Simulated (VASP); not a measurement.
## InSbN2: structure and properties in VASP

Aim: relax InSbN2, then compute properties on the relaxed cell. The steps: rough relaxation of the start cell, full relaxation (LDA), single point with fields (LDA), band structure (LDA), density of states (LDA), optical spectrum (LDA), volume scan with LDA and fit for LDA. The cell is invented: it takes the structure of a Materials Project entry for InGaN2 (space group 156 there), with some of its atoms replaced by other elements, volume scaled by an estimate. It may not be a known or stable phase.

Program: VASP 6.6.1. Level of theory: LDA; plane waves and PAW (Sb, In_d, N); invented cell. Results are calculated unless marked as measured.

**1. Set-up**

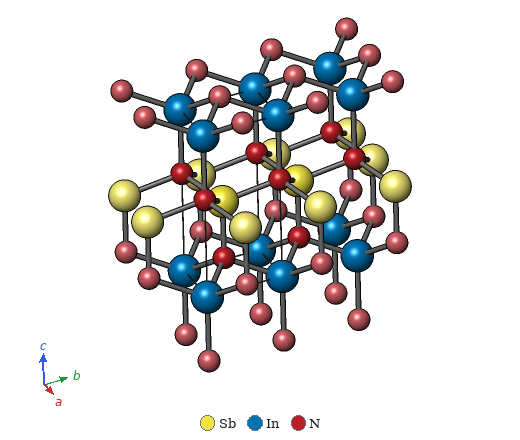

Start, viewed slightly off an axis; antimony yellow, indium blue, nitrogen red. 1×2×1 cells are drawn. Some periodic images of atoms are drawn too.

Coordinates:

```
Sb In N
1.0
     3.61213    0.00000    0.00000
    -1.80606    3.12819    0.00000
     0.00000    0.00000    5.89921
Sb In N
1 1 2
Cartesian
  1.8061 1.0427 2.9222
  0.0000 0.0000 5.8898
  1.8061 1.0427 0.8590
  0.0000 0.0000 3.5526
```

**2. Rough relaxation of the start cell**

The start is only an estimate, so a cheap relaxation brings it near a minimum before any careful run. LDA, the lowest rung, knows the local density alone.

File INCAR:

```
SYSTEM = InSbN2
PREC = Normal
ENCUT = 520
EDIFF = 1E-05
NELM = 60
ISMEAR = 0
SIGMA = 0.05
LREAL = .FALSE.
ALGO = Fast
GGA = CA
NBANDS = 20
LORBIT = 11
LWAVE = .FALSE.
LCHARG = .FALSE.
KPAR = 2
IBRION = 2
NSW = 40
ISIF = 3
EDIFFG = -0.04
```

File POSCAR:

```
InSbN2
1.0
    3.6121260000      0.0000000000      0.0000000000
   -1.8060630000      3.1281920000      0.0000000000
    0.0000000000      0.0000000000      5.8992120000
Sb In N
1 1 2
Direct
    0.6666666700      0.3333333300      0.4953560000
    0.0000000000      0.0000000000      0.9984020000
    0.6666666700      0.3333333300      0.1456170000
    0.0000000000      0.0000000000      0.6022240000
```

File KPOINTS:

```
Automatic mesh
0
Gamma
5 5 3
0 0 0
```

The projector-augmented-wave data sets are Sb, In_d and N (LDA family, release 64).

Run with:

```console
mpirun -np 2 vasp_std
```

Log:

```text
[banner, memory and clock lines left out]
running    2 mpi-ranks, on    1 nodes
 distrk:  each k-point on    1 cores,    2 groups
 distr:  one band on    1 cores,    1 groups

 POSCAR found type information on POSCAR SbInN
 POSCAR found :  3 types and       4 ions
 LDA part: xc-table for (Slater(with rela. corr.)+CA(PZ))
 , standard interpolation
 POSCAR, INCAR and KPOINTS ok, starting setup
 FFT: planning ... GRIDC
 FFT: planning ... GRID_SOFT
 FFT: planning ... GRID
 WAVECAR not read
 entering main loop
       N       E                     dE             d eps       ncg     rms          rms(c)
DAV:   1     0.238197293826E+03    0.23820E+03   -0.12734E+04   480   0.153E+03
DAV:   2     0.310930620374E+01   -0.23509E+03   -0.22627E+03   520   0.384E+02
DAV:   3    -0.268088574183E+02   -0.29918E+02   -0.28886E+02   616   0.128E+02
DAV:   4    -0.282092474107E+02   -0.14004E+01   -0.13692E+01   572   0.280E+01
DAV:   5    -0.282652140376E+02   -0.55967E-01   -0.55888E-01   696   0.580E+00    0.129E+01
RMM:   6    -0.244261595247E+02    0.38391E+01   -0.13444E+01   520   0.199E+01    0.555E+00
RMM:   7    -0.241912396027E+02    0.23492E+00   -0.12259E+00   514   0.114E+01    0.314E+00
RMM:   8    -0.241545233822E+02    0.36716E-01   -0.28692E-01   520   0.344E+00    0.154E+00
RMM:   9    -0.241398011419E+02    0.14722E-01   -0.96036E-02   551   0.249E+00    0.421E-01
RMM:  10    -0.241374738921E+02    0.23272E-02   -0.33897E-02   551   0.129E+00    0.196E-01
RMM:  11    -0.241377888991E+02   -0.31501E-03   -0.68039E-03   609   0.689E-01    0.181E-01
RMM:  12    -0.241376486087E+02    0.14029E-03   -0.10627E-03   615   0.246E-01    0.127E-01
RMM:  13    -0.241375739746E+02    0.74634E-04   -0.10509E-03   502   0.200E-01    0.553E-02
RMM:  14    -0.241375241007E+02    0.49874E-04   -0.11444E-04   473   0.127E-01    0.220E-02
RMM:  15    -0.241375229073E+02    0.11933E-05   -0.39775E-05   400   0.473E-02
   1 F= -.24137523E+02 E0= -.24135700E+02  d E =-.241375E+02
 curvature:   0.00 expect dE= 0.000E+00 dE for cont linesearch  0.000E+00
 trial: gam= 0.00000 g(F)=  0.945E-01 g(S)=  0.376E-01 ort = 0.000E+00 (trialstep = 0.100E+01)
 search vector abs. value=  0.132E+00
 bond charge predicted
       N       E                     dE             d eps       ncg     rms          rms(c)
DAV:   1    -0.242909699947E+02   -0.15345E+00   -0.16013E+01   480   0.296E+01    0.191E+00
RMM:   2    -0.242704306826E+02    0.20539E-01   -0.32839E-01   516   0.514E+00    0.898E-01
RMM:   3    -0.242560190106E+02    0.14412E-01   -0.73052E-02   545   0.254E+00    0.434E-01
RMM:   4    -0.242518463560E+02    0.41727E-02   -0.22633E-02   538   0.135E+00    0.227E-01
RMM:   5    -0.242519065829E+02   -0.60227E-04   -0.56293E-03   606   0.702E-01    0.148E-01
RMM:   6    -0.242519758188E+02   -0.69236E-04   -0.10897E-03   628   0.274E-01    0.774E-02
RMM:   7    -0.242519837210E+02   -0.79022E-05   -0.16008E-04   483   0.976E-02    0.217E-02
RMM:   8    -0.242519816591E+02    0.20619E-05   -0.36834E-05   381   0.564E-02
   2 F= -.24251982E+02 E0= -.24249971E+02  d E =-.114459E+00
[... from here on, the cycles between the ionic steps are left out ...]
   3 F= -.24348527E+02 E0= -.24347244E+02  d E =-.211004E+00
   4 F= -.24349398E+02 E0= -.24348214E+02  d E =-.211875E+00
   5 F= -.24365661E+02 E0= -.24363846E+02  d E =-.162631E-01
   6 F= -.24369150E+02 E0= -.24367571E+02  d E =-.197519E-01
   7 F= -.24405061E+02 E0= -.24401500E+02  d E =-.359106E-01
   8 F= -.24450624E+02 E0= -.24448102E+02  d E =-.814741E-01
   9 F= -.24453385E+02 E0= -.24450286E+02  d E =-.842349E-01
  10 F= -.24462510E+02 E0= -.24458942E+02  d E =-.912545E-02
  11 F= -.24468763E+02 E0= -.24465442E+02  d E =-.153780E-01
  12 F= -.24474935E+02 E0= -.24471290E+02  d E =-.617240E-02
  13 F= -.24476285E+02 E0= -.24472592E+02  d E =-.752210E-02
  14 F= -.24476587E+02 E0= -.24473029E+02  d E =-.302430E-03
  15 F= -.24476881E+02 E0= -.24473249E+02  d E =-.595599E-03
  16 F= -.24477287E+02 E0= -.24473717E+02  d E =-.406321E-03
  17 F= -.24477329E+02 E0= -.24473779E+02  d E =-.448506E-03
 curvature:  -1.44 expect dE=-0.415E-03 dE for cont linesearch -0.280E-06
 trial: gam= 0.58878 g(F)=  0.122E-03 g(S)=  0.167E-03 ort = 0.114E-04 (trialstep = 0.153E+01)
 search vector abs. value=  0.534E-03
 bond charge predicted
       N       E                     dE             d eps       ncg     rms          rms(c)
DAV:   1    -0.244793960223E+02   -0.20653E-02   -0.18899E-01   612   0.499E+00    0.305E-01
RMM:   2    -0.244779282998E+02    0.14677E-02   -0.48258E-03   484   0.838E-01    0.150E-01
RMM:   3    -0.244780490141E+02   -0.12071E-03   -0.13950E-03   559   0.348E-01    0.161E-01
RMM:   4    -0.244775866205E+02    0.46239E-03   -0.45390E-04   516   0.218E-01    0.308E-02
RMM:   5    -0.244775765653E+02    0.10055E-04   -0.17938E-04   565   0.118E-01    0.305E-02
RMM:   6    -0.244775769928E+02   -0.42753E-06   -0.33768E-05   371   0.580E-02
  18 F= -.24477577E+02 E0= -.24474028E+02  d E =-.247897E-03
 trial-energy change:   -0.000248  1 .order   -0.000240   -0.000452   -0.000028
 step:   1.6331(harm=  1.6331)  dis= 0.00426  next Energy=   -24.477570 (dE=-0.241E-03)
 reached required accuracy - stopping structural energy minimisation
```

It took 70 s on 2 MPI ranks of Intel Xeon Platinum 8375C at 2.90GHz (Ice Lake), shared host; peak memory 0.28 GiB.

The logs omit lines about the potential files and the build; timing stands in the text.

Parts of OUTCAR (step 2):

```text
ion  position               nearest neighbor table
   1  0.667  0.333  0.495-   3 2.06   4 2.18   4 2.18   4 2.18   2 3.60   2 3.60   2 3.60   2 3.63
                             2 3.63   2 3.63
   2  0.000  0.000  0.998-   3 2.26   3 2.26   3 2.26   4 2.34   1 3.60   1 3.60   1 3.60   1 3.63
                             1 3.63   1 3.63
   3  0.667  0.333  0.146-   1 2.06   2 2.26   2 2.26   2 2.26
   4  0.000  0.000  0.602-   1 2.18   1 2.18   1 2.18   2 2.34

  LATTYP: Found a hexagonal cell.
 ALAT       =     3.6121260000
 C/A-ratio  =     1.6331689426

 Subroutine GETGRP returns: Found  6 space group operations
 (whereof  6 operations were pure point group operations)

The static configuration has the point symmetry C_3v.

 Found     12 irreducible k-points:

   k-points           NKPTS =     12   k-points in BZ     NKDIM =     12   number of bands    NBANDS=     20

   dimension x,y,z NGX =    20 NGY =   20 NGZ =   36
   dimension x,y,z NGXF=    40 NGYF=   40 NGZF=   72

   ENCUT  =  520.0 eV  38.22 Ry    6.18 a.u.   6.72  6.72 10.97*2*pi/ulx,y,z

   NELECT =      28.0000    total number of electrons

 k-points in reciprocal lattice and weights: Automatic mesh
   0.00000000  0.00000000  0.00000000       0.013
   0.20000000 -0.00000000  0.00000000       0.080
   0.40000000 -0.00000000  0.00000000       0.080
   0.20000000  0.20000000  0.00000000       0.080
   0.40000000  0.20000000  0.00000000       0.080
   0.00000000  0.00000000  0.33333333       0.027
   0.20000000 -0.00000000  0.33333333       0.080
   0.00000000  0.20000000  0.33333333       0.080
   0.40000000 -0.00000000  0.33333333       0.080
   0.00000000  0.40000000  0.33333333       0.080
   0.20000000  0.20000000  0.33333333       0.160
   0.40000000  0.20000000  0.33333333       0.160

 average (electrostatic) potential at core
       1 -86.0020       2 -92.9551       3 -60.8861       4 -60.6864

 E-fermi :   8.3195

 k-point     1 :       0.0000    0.0000    0.0000
  band No.  band energies     occupation
    ...
     11       3.7932      2.00000
     12       5.6025      2.00000
     13       5.6941      2.00000
     14       5.6943      2.00000
     15       6.9142      2.00000
     16      11.0380      0.00000
     17      11.0381      0.00000
     18      13.1513      0.00000
     19      14.6955      0.00000
     20      14.6956      0.00000

 k-point     2 :       0.2000   -0.0000    0.0000
  band No.  band energies     occupation
    ...
     11       3.5398      2.00000
     12       5.3455      2.00000
     13       5.4603      2.00000
     14       6.2265      2.00000
     15       8.3303      0.75949
     16      10.3673      0.00000
     17      12.0710      0.00000
     18      12.7817      0.00000
     19      13.4622      0.00000
     20      14.9293      0.00000

 k-point     3 :       0.4000   -0.0000    0.0000
  band No.  band energies     occupation
    ...
     10       2.2077      2.00000
     11       2.5683      2.00000
     12       4.3974      2.00000
     13       5.0478      2.00000
     14       6.7331      2.00000
     15       9.3793      0.00000
     16      11.0745      0.00000
     17      11.7821      0.00000
     18      13.1740      0.00000
     19      13.8130      0.00000
    ...

  Total       -0.0532729     -0.0532729      0.0105623     -0.0000000      0.0000000      0.0000000
  in kB       -1.3208231     -1.3208223      0.2618776     -0.0000000      0.0000000      0.0000000
  external PRESSURE =      -0.7932559 kB  Pullay stress =       0.0000000 kB

  energy-cutoff  :      520.00
  volume of cell :       64.62
      direct lattice vectors                 reciprocal lattice vectors
     3.800898415  0.000000000 -0.000000000     0.263095692  0.151898416  0.000000000
    -1.900449208  3.291673568 -0.000000000    -0.000000000  0.303796831  0.000000000
     0.000000000 -0.000000000  5.164986968     0.000000000  0.000000000  0.193611331

 POSITION                                       TOTAL-FORCE (eV/Angst)
 -----------------------------------------------------------------------------------
      1.90045      1.09722      2.73679        -0.000000      0.000000     -0.023246
     -1.90045      3.29167      0.07556         0.000000     -0.000000      0.009530
      1.90045      1.09722      0.61175        -0.000000      0.000000     -0.018455
     -1.90045      3.29167      2.98874         0.000000     -0.000000      0.032171
 -----------------------------------------------------------------------------------
    total drift:                               -0.000007      0.000046      0.010236

  FREE ENERGIE OF THE ION-ELECTRON SYSTEM (eV)
  ---------------------------------------------------
  free  energy   TOTEN  =       -24.4775769928 eV

  energy  without entropy=      -24.4704792027  energy(sigma->0) =      -24.47402810

 reached required accuracy - stopping structural energy minimisation

 total charge
# of ion       s       p       d       tot
------------------------------------------
    1        1.252   1.035   0.113   2.400
    2        0.779   0.652   9.956  11.387
    3        1.260   2.308   0.000   3.568
    4        1.327   2.276   0.000   3.603
--------------------------------------------------
tot          4.618   6.271  10.069  20.958

[... 3 further parts left out ...]
```

The k-mesh is coarse for a metal. This relaxation is a rough one on cheap settings, only to bring the start near its minimum. The run keeps the 6 symmetry operations of its start, so it cannot find a distortion of lower symmetry.

Step by step:

```
step  energy less that of the first step (eV)  largest force (eV/Å)  pressure (GPa)  volume (Å³)
   1                                   0.0000                1.1359            0.30        66.66
   2                                  -0.1145                0.7230           -0.75        66.95
   3                                  -0.2110                0.2787           -1.95        67.38
   4                                  -0.2119                0.3333           -1.98        67.43
   5                                  -0.2281                0.6703            2.57        64.76
   6                                  -0.2316                0.5626            1.06        65.54
   7                                  -0.2675                0.4535            0.88        65.27
   8                                  -0.3131                0.5473            1.01        64.32
   9                                  -0.3159                0.4302            0.88        64.58
  10                                  -0.3250                0.1345           -2.29        65.82
  11                                  -0.3312                0.2538           -1.07        65.32
  12                                  -0.3374                0.0583            0.82        64.05
  13                                  -0.3388                0.0602            0.21        64.42
  14                                  -0.3391                0.0994           -0.35        64.65
  15                                  -0.3394                0.0613           -0.13        64.56
  16                                  -0.3398                0.0401            0.06        64.47
  17                                  -0.3398                0.0413            0.17        64.44
  18                                  -0.3401                0.0322           -0.08        64.62
```

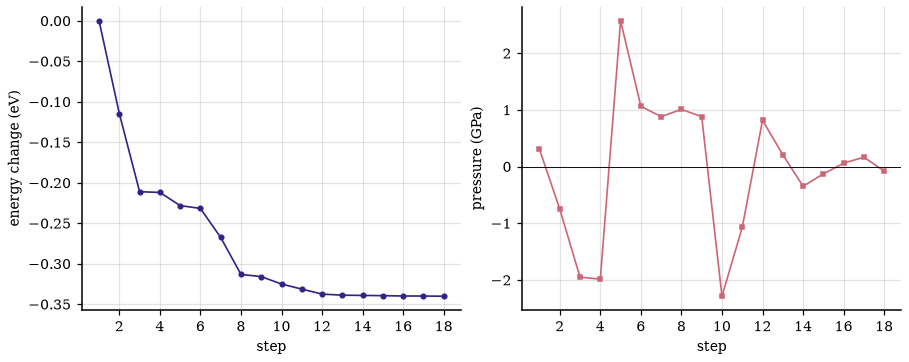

Energy and pressure along the relaxation.

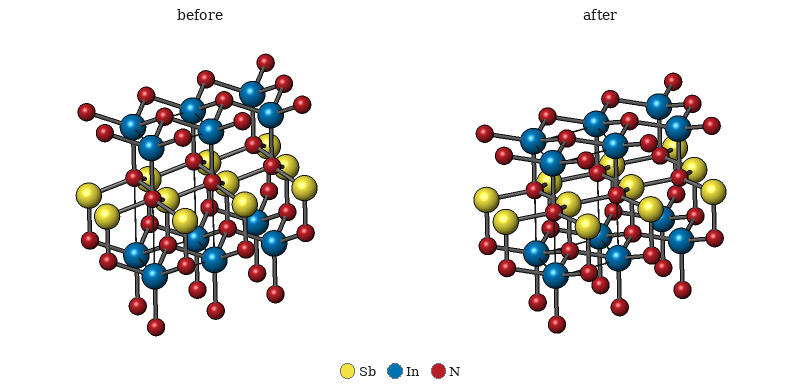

The structure before and after the relaxation, drawn at the same scale.

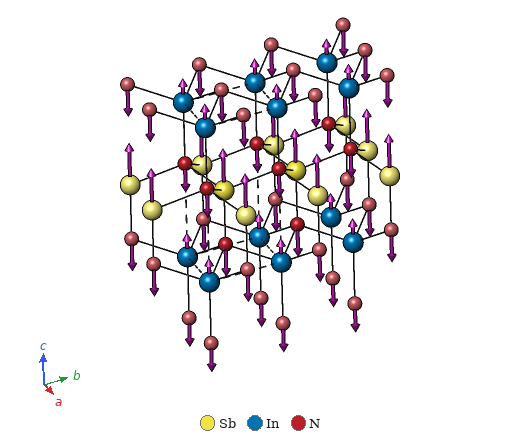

Displacements in the relaxation, exaggerated, measured against the changing cell; the longest in the cell stands for 0.18 Å. 1×2×1 cells are drawn. Some periodic images of atoms are drawn too.

```
     cell as run  before  after   change
           a (Å)   3.612  3.801   +5.2 %
           b (Å)   3.612  3.801   +5.2 %
           c (Å)   5.899  5.165  -12.4 %
volume (Å³/atom)   16.66  16.16   -3.1 %
```

The atoms that moved most (Å, as changes of fractional coordinates times the final cell):

```
atom     dx     dy      dz  length
 Sb1  0.000  0.000   0.178   0.178
  N3  0.000  0.000  -0.140   0.140
  N4  0.000  0.000  -0.122   0.122
 In2  0.000  0.000   0.084   0.084
```

Final coordinates:

```cif
data_structure
_symmetry_space_group_name_H-M 'P 1'
_symmetry_Int_Tables_number 1
_cell_length_a 3.8009
_cell_length_b 3.8009
_cell_length_c 5.1650
_cell_angle_alpha 90.000
_cell_angle_beta 90.000
_cell_angle_gamma 120.000
_cell_volume 64.62
loop_
_atom_site_label
_atom_site_type_symbol
_atom_site_fract_x
_atom_site_fract_y
_atom_site_fract_z
_atom_site_occupancy
Sb1 Sb 0.66667 0.33333 0.52987 1
In2 In 0.00000 0.00000 0.01463 1
N3 N 0.66667 0.33333 0.11844 1
N4 N 0.00000 0.00000 0.57865 1
```

Numbers from this step:

```yaml
electrons: 28
bands: 20
irreducible_k_points: 12
symmetry_operations: 6
free_energy_toten: -24.48 eV
energy_at_zero_smearing: -24.47 eV
fermi_energy: 8.319 eV
pressure: -0.07933 GPa
metallic: yes
scf_cycles_over_all_ionic_steps: 149
```

It ends with a largest force of 0.032 eV/Å and a pressure of -0.08 GPa.

(Continued in part 2 of 5.)

[Lines on the potential files, build, host, timing and source positions are cut from VASP's logs without a mark.]

[Logs are printed without paths, hosts, clocks, repeated set-up lines and the standing remarks that a program may print on its own settings, such as how far it seeks lower states.]

[Hosts, paths, dates, database ids (printed as entryN), source tags and the programs' standing remarks are cut or masked in the printed files.]

[A measured line is paired with the nearest computed mode of its activity, which favours agreement.]
